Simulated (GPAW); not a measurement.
# MnO2 (Pnnm): the O K absorption edge, part 2 of 3

Aim: the near-edge shape at the O K edge of MnO2 (Pnnm), and what the core hole does to it.

GPAW 26.7.0; X-ray absorption from dipole matrix elements to empty bands, plane-wave PAW LDA+U.

So far. Step 2 (Ground state of the crystal): The mesh shows a gap of 0.55 eV, so the hole is first treated in a charged cell, without the excited electron. Step 3 (Spectrum without a core hole, O atom 3): Main maxima below 24 eV (height): 1.3 eV (1.89), 2.7 eV (1.90), 4.2 eV (2.29) and 15.7 eV (2.04). A K edge sees empty p states; the first features are O p mixed into the empty d states of the Mn neighbours, and the broad ones above probably into the cations' higher empty bands.

### Step 4. Supercell without a hole, the energy reference

Level of this step: plane-wave PAW DFT, LDA+U, self-consistent field (GPAW).

The photon energy needs a difference of total energies, so the cell and mesh of the coming hole run are first run without a hole.

File scf.py:

```python
import numpy as np
from ase import Atoms
from ase.parallel import parprint, paropen
from gpaw import GPAW, PW, FermiDirac, Mixer, MixerDif, setup_paths
from gpaw.test import gen
setup_paths.insert(0, '.')
gen('O', name='nch1s', xcname='LDA', corehole=(1, 0, 0), write_xml=True)
from gpaw.mpi import world
world.barrier()

atoms = Atoms('Mn8O16',
    cell=[[-4.33057597, 4.46231267, 0],
     [-4.33057597, -4.46231267, 0],
     [4.33057597, 0, 5.7249536]],
    scaled_positions=[[0.125, 0.625, 0.25],
     [0.625, 0.125, 0.25],
     [0.375, 0.875, 0.75],
     [0.875, 0.375, 0.75],
     [0, 0, 0],
     [0.5, 0.5, 0],
     [0.25, 0.25, 0.5],
     [0.75, 0.75, 0.5],
     [0.42948516, 0.60652248, 0.25],
     [0.92948515, 0.10652249, 0.25],
     [0.67948515, 0.85652248, 0.75],
     [0.17948516, 0.35652249, 0.75],
     [0.01847751, 0.69551484, 0],
     [0.51847752, 0.19551484, 0],
     [0.26847751, 0.94551485, 0.5],
     [0.76847752, 0.44551484, 0.5],
     [0.98152248, 0.30448515, 0],
     [0.48152249, 0.80448516, 0],
     [0.23152249, 0.55448516, 0.5],
     [0.73152248, 0.05448516, 0.5],
     [0.82051484, 0.64347752, 0.25],
     [0.32051484, 0.14347751, 0.25],
     [0.07051485, 0.89347752, 0.75],
     [0.57051485, 0.39347751, 0.75]],
    magmoms=[4.0, 4.0, 4.0, 4.0, -4.0, -4.0, -4.0, -4.0, 0.0, 0.0, 0.0, 0.0, 0.0, 0.0, 0.0, 0.0, 0.0, 0.0, 0.0, 0.0, 0.0, 0.0, 0.0, 0.0],
    pbc=True)
atoms.calc = calc = GPAW(legacy_gpaw=True, mode=PW(500), xc='LDA', setups={'Mn': ':d,3.9', 8: 'nch1s'},
    kpts={'size': (2, 2, 2), 'gamma': True}, occupations=FermiDirac(0.02),
    charge=0, mixer=MixerDif(0.05, 8, 50), maxiter=150,
    convergence={'density': 0.0001}, txt='scf.txt')
energy = atoms.get_potential_energy() + calc.get_reference_energy()
ef = calc.get_fermi_level()
out = dict(energy=energy, fermi=ef, forces=atoms.get_forces().tolist(), magmoms=atoms.get_magnetic_moments().tolist())
parprint(f'all-electron energy {energy:.4f} eV, Fermi level {ef:.4f} eV')
ev = np.array([[calc.get_eigenvalues(k, s) for k in range(len(calc.get_ibz_k_points()))] for s in range(calc.get_number_of_spins())])
out['homo'], out['lumo'], out['counts'] = ev[ev < ef].max(), ev[ev > ef].min(), sorted(set((ev < ef).sum((0, 2)).tolist()))
out['filled'] = (ev[:, 0] < ef).sum(1).tolist()
import json
with paropen('out.json', 'w') as f:
    json.dump(out, f)
```

On the command line:

```sh
$ OMP_NUM_THREADS=1 mpirun -n 4 gpaw python scf.py
```

Numbers of over 12 decimals in the logs are rounded to 6 here.

The program printed:

```text
Input parameters:
  convergence: {density: 0.0001}
  kpts: {gamma: True,
         size: (2, 2, 2)}
  maxiter: 150
  mixer: {backend: pulay,
          beta: 0.05,
          method: difference,
          nmaxold: 8,
          weight: 50}
  mode: {ecut: 500.0,
         name: pw}
  occupations: {fixmagmom: False,
                name: fermi-dirac,
                width: 0.02}
  setups: {8: nch1s,
           Mn: :d,3.9}

[...]
2s(2) :    -0.872866     1.079797
*s    :     0.127134
2p(4) :    -0.337925     0.876472
*p    :     0.662075
*d    :     0.000000
--------------------------------

Diagonalizing with gridspacing h=0.050

state   all-electron     PAW
-------------------------------
2s:      -0.872866    -0.873954
2p:      -0.337925    -0.341740
*d:                    0.050276
*f:                    0.077289
-------------------------------
all-electron energy -284286.5968 eV, Fermi level 5.8521 eV
[key lines of the parts left out:]
Converged after 23 iterations.
Dipole moment: (-0.000002, 0.000000, 0.000001) |e|*Ang
Free energy:   -196.291911
Fermi level: 5.85209
```

Wall time 3.8 min (4 MPI ranks of Arm Neoverse V1, shared host); peak memory 0.68 GiB.

Reference energy: -284286.597 eV with the cores included.

### Step 5. Spectrum with FCH, O atom 3

The holes are 6.2 Å apart. In GPAW the data set carries the hole's charge, so charge=0 means a charged cell and charge=-1 a neutral one. The excited electron is left out and a uniform background balances the charge. After the field has converged, empty bands are computed with the density fixed and the dipole matrix elements are summed.

File xas.py:

```python
import numpy as np
from ase import Atoms
from ase.parallel import parprint, paropen
from gpaw import GPAW, PW, FermiDirac, Mixer, MixerDif, setup_paths
from gpaw.test import gen
setup_paths.insert(0, '.')
gen('O', name='fch1s', xcname='LDA', corehole=(1, 0, 1), write_xml=True)
from gpaw.mpi import world
world.barrier()

atoms = Atoms('Mn8O16',
    cell=[[-4.33057597, 4.46231267, 0],
     [-4.33057597, -4.46231267, 0],
     [4.33057597, 0, 5.7249536]],
    scaled_positions=[[0.125, 0.625, 0.25],
     [0.625, 0.125, 0.25],
     [0.375, 0.875, 0.75],
     [0.875, 0.375, 0.75],
     [0, 0, 0],
     [0.5, 0.5, 0],
     [0.25, 0.25, 0.5],
     [0.75, 0.75, 0.5],
     [0.42948516, 0.60652248, 0.25],
     [0.92948515, 0.10652249, 0.25],
     [0.67948515, 0.85652248, 0.75],
     [0.17948516, 0.35652249, 0.75],
     [0.01847751, 0.69551484, 0],
     [0.51847752, 0.19551484, 0],
     [0.26847751, 0.94551485, 0.5],
     [0.76847752, 0.44551484, 0.5],
     [0.98152248, 0.30448515, 0],
     [0.48152249, 0.80448516, 0],
     [0.23152249, 0.55448516, 0.5],
     [0.73152248, 0.05448516, 0.5],
     [0.82051484, 0.64347752, 0.25],
     [0.32051484, 0.14347751, 0.25],
     [0.07051485, 0.89347752, 0.75],
     [0.57051485, 0.39347751, 0.75]],
    magmoms=[4.0, 4.0, 4.0, 4.0, -4.0, -4.0, -4.0, -4.0, 0.0, 0.0, 0.0, 0.0, 0.0, 0.0, 0.0, 0.0, 0.0, 0.0, 0.0, 0.0, 0.0, 0.0, 0.0, 0.0],
    pbc=True)
atoms.calc = calc = GPAW(legacy_gpaw=True, mode=PW(500), xc='LDA', setups={'Mn': ':d,3.9', 8: 'fch1s'},
    kpts={'size': (2, 2, 2), 'gamma': True}, occupations=FermiDirac(0.02),
    charge=0, mixer=MixerDif(0.05, 8, 50), maxiter=150,
    convergence={'density': 0.0001}, txt='scf.txt')
energy = atoms.get_potential_energy() + calc.get_reference_energy()
ef = calc.get_fermi_level()
out = dict(energy=energy, fermi=ef, forces=atoms.get_forces().tolist(), magmoms=atoms.get_magnetic_moments().tolist())
parprint(f'all-electron energy {energy:.4f} eV, Fermi level {ef:.4f} eV')
ev = np.array([[calc.get_eigenvalues(k, s) for k in range(len(calc.get_ibz_k_points()))] for s in range(calc.get_number_of_spins())])
out['homo'], out['lumo'], out['counts'] = ev[ev < ef].max(), ev[ev > ef].min(), sorted(set((ev < ef).sum((0, 2)).tolist()))
out['filled'] = (ev[:, 0] < ef).sum(1).tolist()

from ase.units import Ha
from gpaw.xas import dipole_matrix_elements
nb = int(calc.get_number_of_electrons() / 2) + 174
top, nb = nb, nb + 8 + nb // 12
nscf = calc.fixed_density(kpts={'size': (3, 3, 3), 'gamma': True}, nbands=nb,
    convergence={'bands': top, 'eigenstates': 1e-5}, maxiter=60, txt='nscf.txt')
cell = atoms.cell.array
ops = [cell.T @ U.T @ np.linalg.inv(cell.T) for U in nscf.wfs.kd.symmetry.op_scc]
filled = [108, 108]  # bands filled in the ground state, by spin
E = np.arange(-6, 34, 0.1)
fwhm = np.interp(E, [4, 25], [0.9, 3.5])
Y, X, zero, highest = 0, 0, 1e9, 1e9
for spin in range(nscf.get_number_of_spins()):
    wfs = nscf.wfs
    A = dipole_matrix_elements(wfs.setups[8])
    eps = np.zeros((wfs.kd.nibzkpts, nb))
    d = np.zeros((3, A.shape[1], wfs.kd.nibzkpts, nb), complex)
    for kpt in wfs.kpt_u:
        if kpt.s == spin and 8 in kpt.P_ani:
            eps[kpt.k] = kpt.eps_n * Ha
            d[:, :, kpt.k] = (kpt.weight * wfs.nspins / 2) ** 0.5 * np.inner(A, kpt.P_ani[8])
    world.sum(eps)
    world.sum(d)
    T = np.einsum('amkn,bmkn->abkn', d, d.conj()).real
    T = sum(np.einsum('ai,ijkn,bj->abkn', R, T, R) for R in ops) / len(ops)
    empty = np.ones_like(eps, bool) & (np.arange(nb) >= filled[spin])
    zero, highest = min(zero, eps[empty].min()), min(highest, eps[:, top - 1].min())
    lines = [(eps, T, empty)] if spin == 0 else lines + [(eps, T, empty)]
for eps, T, empty in lines:
    f = np.einsum('aakn->akn', T).reshape(3, -1)
    x = eps.ravel() - zero
    w = np.interp(x, E, fwhm) / 2.35482
    g = np.exp(-0.5 * ((E[:, None] - x) / w) ** 2) / (w * (2 * np.pi) ** 0.5)
    Y = Y + (f * empty.ravel()) @ g.T
    X = X + (f * ~empty.ravel()) @ g.T
out.update(E=E.round(2).tolist(), xas=Y.tolist(), xes=X.tolist(), zero=zero, valid=highest - zero, nk=len(eps), nb=nb)
for i in range(0, len(E), 10):
    parprint(f'{E[i]:7.2f}', *(f'{v:10.3e}' for v in Y[:, i]))
import json
with paropen('out.json', 'w') as f:
    json.dump(out, f)
```

On the command line:

```sh
$ OMP_NUM_THREADS=1 mpirun -n 4 gpaw python xas.py
```

The program printed:

```text
Input parameters:
  convergence: {density: 0.0001}
  kpts: {gamma: True,
         size: (2, 2, 2)}
  maxiter: 150
  mixer: {backend: pulay,
          beta: 0.05,
          method: difference,
          nmaxold: 8,
          weight: 50}
  mode: {ecut: 500.0,
         name: pw}
  occupations: {fixmagmom: False,
                name: fermi-dirac,
                width: 0.02}
  setups: {8: fch1s,
           Mn: :d,3.9}

Initialize ...

[... PAW data sets ...]

Reference energy: -283539.638160  # eV

Spin-polarized calculation.
Initial magnetic moment: 0.000000

[... convergence settings ...]
Symmetries present (total): 1
  [... symmetry matrices ...]

8 k-points: 2 x 2 x 2 Monkhorst-Pack grid + [1/4,1/4,1/4]
8 k-points in the irreducible part of the Brillouin zone
       k-points in crystal coordinates                weights
   0:     0.00000000    0.00000000    0.00000000          1/8
   1:     0.00000000    0.00000000    0.50000000          1/8
   2:     0.00000000    0.50000000    0.00000000          1/8
   3:     0.00000000    0.50000000    0.50000000          1/8
   4:     0.50000000    0.00000000    0.00000000          1/8
   5:     0.50000000    0.00000000    0.50000000          1/8
   6:     0.50000000    0.50000000    0.00000000          1/8
   7:     0.50000000    0.50000000    0.50000000          1/8

Wave functions: Plane wave expansion
  Cutoff energy: 500.000 eV
  Number of coefficients (min, max): 5588, 5636
  Pulay-stress correction: 0.000000 eV/Ang^3 (de/decut=0.000000)
  Using FFTW library
  Wavefunction extrapolation:
    Improved wavefunction reuse through dual PAW basis

Occupation numbers: Fermi-Dirac:
  width: 0.0200  # eV

Eigensolver
   Davidson(niter=2)

Densities:
  Coarse grid: 35*35*40 grid
  Fine grid: 70*70*80 grid
  Total Charge: 1.000000

Density mixing:
  Method: difference
  Backend: pulay
  Linear mixing parameter: 0.05
  old densities: 8
  Width of damping distribution: 1.1
  Damping of long wavelength oscillations: 50

[... Hamiltonian set-up ...]
Number of atoms: 24
Number of atomic orbitals: 168
Number of bands in calculation: 134
Number of valence electrons: 216
Bands to converge: occupied

... initialized

Initializing position-dependent things.

Density initialized from atomic densities
Creating initial wave functions:
  134 bands from LCAO basis set

                   MnO
              O       O  O
                OMn
             Mn    On  Mn
           O       O O
              O O
             Mn  Mn    Mn
         O
              O

Atomic positions and initial magnetic moments

Positions:
   0 Mn    -2.165288   -2.231156    1.431238    ( 0.0000,  0.0000,  4.0000)
   1 Mn    -2.165288    2.231156    1.431238    ( 0.0000,  0.0000,  4.0000)
   2 Mn    -2.165288   -2.231156    4.293715    ( 0.0000,  0.0000,  4.0000)
   3 Mn    -2.165288    2.231156    4.293715    ( 0.0000,  0.0000,  4.0000)
   4 Mn     0.000000    0.000000    0.000000    ( 0.0000,  0.0000, -4.0000)
   5 Mn    -4.330576    0.000000    0.000000    ( 0.0000,  0.0000, -4.0000)
   6 Mn     0.000000    0.000000    2.862477    ( 0.0000,  0.0000, -4.0000)
[...]
21 O     -0.926710    0.789996    1.431238    ( 0.0000,  0.0000,  0.0000)
  22 O     -0.926710   -3.672317    4.293715    ( 0.0000,  0.0000,  0.0000)
  23 O     -0.926710    0.789996    4.293715    ( 0.0000,  0.0000,  0.0000)

Unit cell:
           periodic     x           y           z      points  spacing
  1. axis:    yes   -4.330576    4.462313    0.000000    35     0.1561
  2. axis:    yes   -4.330576   -4.462313    0.000000    35     0.1561
  3. axis:    yes    4.330576    0.000000    5.724954    40     0.1431

  Lengths:   6.218209   6.218209   7.178369
  Angles:  114.843805 114.843805  91.716704

Effective grid spacing dv^(1/3) = 0.1653

iter:   1  -246.569154                   -0.0000
[...]
iter:  25  -228.895702c  -7.50c -4.52c   +0.0000

Converged after 25 iterations.

Dipole moment: (-0.238255, -0.113164, -0.210230) |e|*Ang

Total magnetic moment: (0.000000, 0.000000, 0.000005)
Local magnetic moments:
   0 Mn ( 0.000000,  0.000000,  2.919943)
   1 Mn ( 0.000000,  0.000000,  2.902999)
   2 Mn ( 0.000000,  0.000000,  2.898951)
   3 Mn ( 0.000000,  0.000000,  2.898950)
   4 Mn ( 0.000000,  0.000000, -2.901950)
   5 Mn ( 0.000000,  0.000000, -2.912112)
   6 Mn ( 0.000000,  0.000000, -2.901950)
   7 Mn ( 0.000000,  0.000000, -2.912112)
   8 O  ( 0.000000,  0.000000, -0.170671)
   9 O  ( 0.000000,  0.000000, -0.006554)
  10 O  ( 0.000000,  0.000000, -0.007344)
  11 O  ( 0.000000,  0.000000, -0.007344)
  12 O  ( 0.000000,  0.000000,  0.010486)
  13 O  ( 0.000000,  0.000000,  0.010259)
  14 O  ( 0.000000,  0.000000,  0.010486)
[...]
21 O  ( 0.000000,  0.000000, -0.002692)
  22 O  ( 0.000000,  0.000000,  0.021410)
  23 O  ( 0.000000,  0.000000,  0.021410)

Energy contributions relative to reference atoms: (reference = -283539.638160)

Kinetic:        +97.585723
Potential:     -130.024219
External:        +0.000000
XC:            -196.818400
Entropy (-ST):   -0.000002
Local:           +0.361194
SIC:             +0.000000
--------------------------
Free energy:   -228.895703
Extrapolated:  -228.895702

Spin contamination: 14.103859 electrons
Showing only first 2 kpts
                      Up                     Down
 Kpt  Band  Eigenvalues  Occupancy  Eigenvalues  Occupancy
  0   106      5.33406    1.00000      5.31070    1.00000
  0   107      5.56435    0.99999      5.57608    0.99997
  0   108      5.99396    0.00003      6.02459    0.00001
  0   109      6.75425    0.00000      6.57958    0.00000

  1   106      5.13170    1.00000      5.16597    1.00000
  1   107      5.44155    1.00000      5.40527    1.00000
  1   108      6.09503    0.00000      6.12509    0.00000
  1   109      6.50707    0.00000      6.41456    0.00000

Fermi level: 5.78743

Gap: 0.418 eV
Transition (v -> c):
  (s=1, k=0, n=107, [0.00, 0.00, 0.00]) -> (s=0, k=0, n=108, [0.00, 0.00, 0.00])
No difference between direct/indirect transitions

Forces in eV/Ang:
  0 Mn    1.96368   -2.15560   -0.00000
  1 Mn   -0.14188    0.19072   -0.00000
  2 Mn   -0.07414    0.08382   -0.10259
  3 Mn   -0.07414    0.08383    0.10259
  4 Mn    0.13811   -0.13448    0.26944
  5 Mn   -1.36488    1.25381   -2.65437
  6 Mn    0.13811   -0.13448   -0.26944
[...]
21 O    -0.02424    0.00022   -0.00003
 22 O     0.37157   -0.31434   -0.59056
 23 O     0.37143   -0.31444    0.59056
Scalar-relativistic atomic LDA calculation for O (Oxygen, Z=8)
Core hole in 1s state (1s occupation: 1.0)
300 radial gridpoints.
|------------------------------------------------|
|------------------------------------------------|
[... the atom generator's iteration count ...]

Energy contributions:
-------------------------
Kinetic:      +54.046737
XC:            -5.876031
Potential:   -102.458324
-------------------------
Total:        -54.287618

state      eigenvalue         ekin         rmax
-----------------------------------------------
1s^1.0 :   -21.731873    30.611423        0.127
2s^2.0 :    -1.594915     4.066245        0.801
2p^4.0 :    -1.067100     3.825706        0.682
-----------------------------------------------
(units: Bohr and Hartree)

Generating PAW setup
Kinetic energy of the core from tauc = 30.636371
Cutoffs:
rc(s)=1.300
rc(p)=1.130
rc(d)=1.170
rc(vbar)=1.300
rc(comp)=1.260
rc(nct)=1.300

Kinetic energy of the core states: 30.611423
Charge: 1.0
Core electrons: 1.0
Valence electrons: 6.0
Pseudo-core charge: 0.000198
Shape function alpha=6.299
Pseudo-electron charge 5.280306
state    eigenvalue         norm
--------------------------------
2s(2) :    -1.594915     1.065643
*s    :    -0.594915
2p(4) :    -1.067100     0.787205
*p    :    -0.067100
*d    :     0.000000
--------------------------------

Diagonalizing with gridspacing h=0.050

state   all-electron     PAW
-------------------------------
2s:      -1.594915    -1.596334
2p:      -1.067100    -1.073375
*d:                   -0.060686
*f:                   -0.013559
-------------------------------
all-electron energy -283768.5339 eV, Fermi level 5.7874 eV
  -6.00  3.296e-61  3.358e-60  1.664e-64
  -5.00  8.696e-45  7.915e-44  1.886e-47
  -4.00  2.789e-31  2.072e-30  2.703e-33
  -3.00  1.289e-20  6.433e-20  4.832e-22
  -2.00  9.693e-13  2.732e-12  1.124e-13
  -1.00  1.137e-07  1.901e-07  4.130e-08
  -0.00  3.937e-05  3.903e-05  4.473e-05
[...]
31.00  8.011e-05  5.776e-05  7.877e-05
  32.00  7.226e-05  6.196e-05  9.303e-05
  33.00  7.196e-05  6.523e-05  1.085e-04
```

Wall time 14 min (4 MPI ranks); peak memory 1.1 GiB; 58 min of CPU time.

The O K spectrum, O atom 3, full core hole (charged cell) (energy from the lowest empty level; intensity scaled to a mean of 1 over the first 20 eV; polarised curves are means over the symmetry-equivalent atoms):

```
E (eV)  isotropic  ε ∥ x  ε ∥ y  ε ∥ z
  -2.0       0.00   0.00   0.00   0.00
  -0.5       0.03   0.03   0.04   0.02
   1.0       1.51   1.39   1.42   1.71
   2.5       1.21   1.15   1.13   1.34
   4.0       1.37   1.25   1.29   1.57
   5.5       0.01   0.01   0.01   0.01
   7.0       0.00   0.00   0.00   0.00
   8.5       0.09   0.09   0.09   0.09
  10.0       0.76   0.70   0.73   0.86
  11.5       1.68   1.36   1.51   2.16
  13.0       1.81   1.49   1.60   2.33
  14.5       2.23   2.30   2.22   2.18
  16.0       1.74   2.19   1.90   1.12
  17.5       0.88   1.15   0.93   0.55
  19.0       0.46   0.50   0.51   0.37
  20.5       0.38   0.31   0.39   0.42
  22.0       0.44   0.26   0.46   0.59
  23.5       0.52   0.31   0.69   0.57
  25.0       0.59   0.51   0.82   0.44
  26.5       0.60   0.73   0.66   0.42
  28.0       0.57   0.81   0.46   0.44
  29.5       0.55   0.76   0.41   0.49
  31.0       0.56   0.62   0.45   0.61
```

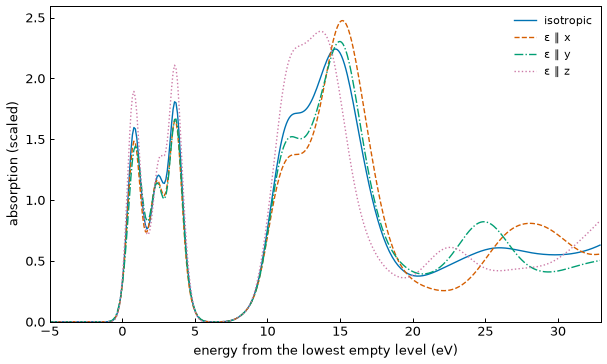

The O K edge, O atom 3, full core hole (charged cell): main maxima at 0.8, 3.6 and 14.7 eV.

Main maxima below 24 eV (height): 0.8 eV (1.60), 2.5 eV (1.21), 3.6 eV (1.81) and 14.7 eV (2.24). 

The hole costs E(hole) − E(ground) = 518.06 eV, and the lowest empty level of the hole cell on the spectrum's mesh lies at 5.99 eV, which puts the zero at 524.06 eV.

### Step 6. Excitation energy, O atom 3

With the excited electron kept in the cell the system stays neutral, and the energy difference is an excitation energy by itself. In a small cell that electron takes up a good share of the lowest empty band, or all of one, which shifts the value from the true onset.

Changed against the first core-hole run: core hole to XCH, with the smearing that suits a partly filled band.

Edit scf.py of step 4 so:

```diff
@@ -6,3 +6,3 @@
 setup_paths.insert(0, '.')
-gen('O', name='nch1s', xcname='LDA', corehole=(1, 0, 0), write_xml=True)
+gen('O', name='fch1s', xcname='LDA', corehole=(1, 0, 1), write_xml=True)
 from gpaw.mpi import world
@@ -40,5 +40,5 @@
     pbc=True)
-atoms.calc = calc = GPAW(legacy_gpaw=True, mode=PW(500), xc='LDA', setups={'Mn': ':d,3.9', 8: 'nch1s'},
-    kpts={'size': (2, 2, 2), 'gamma': True}, occupations=FermiDirac(0.02),
-    charge=0, mixer=MixerDif(0.05, 8, 50), maxiter=150,
+atoms.calc = calc = GPAW(legacy_gpaw=True, mode=PW(500), xc='LDA', setups={'Mn': ':d,3.9', 8: 'fch1s'},
+    kpts={'size': (2, 2, 2), 'gamma': True}, occupations=FermiDirac(0.04),
+    charge=-1, mixer=MixerDif(0.05, 8, 50), maxiter=150,
     convergence={'density': 0.0001}, txt='scf.txt')
```

On the command line:

```sh
$ OMP_NUM_THREADS=1 mpirun -n 4 gpaw python scf.py
```

The program printed:

```text
Input parameters:
  charge: -1
  convergence: {density: 0.0001}
  kpts: {gamma: True,
         size: (2, 2, 2)}
  maxiter: 150
  mixer: {backend: pulay,
          beta: 0.05,
          method: difference,
          nmaxold: 8,
          weight: 50}
  mode: {ecut: 500.0,
         name: pw}
  occupations: {fixmagmom: False,
                name: fermi-dirac,
                width: 0.04}
  setups: {8: fch1s,
[...]
2s(2) :    -1.594915     1.065643
*s    :    -0.594915
2p(4) :    -1.067100     0.787205
*p    :    -0.067100
*d    :     0.000000
--------------------------------

Diagonalizing with gridspacing h=0.050

state   all-electron     PAW
-------------------------------
2s:      -1.594915    -1.596334
2p:      -1.067100    -1.073375
*d:                   -0.060686
*f:                   -0.013559
-------------------------------
all-electron energy -283762.4106 eV, Fermi level 6.3104 eV
[key lines of the parts left out:]
Converged after 27 iterations.
Dipole moment: (-0.202919, -0.082799, -0.196503) |e|*Ang
Free energy:   -222.775385
Fermi level: 6.31040
```

Wall time 4.4 min (4 MPI ranks); peak memory 0.68 GiB.

The total-energy difference is 524.19 eV.

(Part 2 of 3 ends here.)

[Banner, clock and machine lines of the logs are left out without a mark of their own.]

[Logs are printed without paths, hosts, clocks, repeated set-up lines and the standing remarks that a program may print on its own settings, such as how far it seeks lower states.]

[Hosts, paths, dates, database ids (printed as entryN), source tags and the programs' standing remarks are cut or masked in the printed files.]

[Lists of maxima count a maximum above −3 eV only where it reaches 4 % of the highest in the window and stands out from its surroundings by 2 % of it (1.5 % where it reaches 55 %); shoulders and weaker maxima are passed over, and of the rest the first, up to two pre-edge ones and the few strongest are named.]
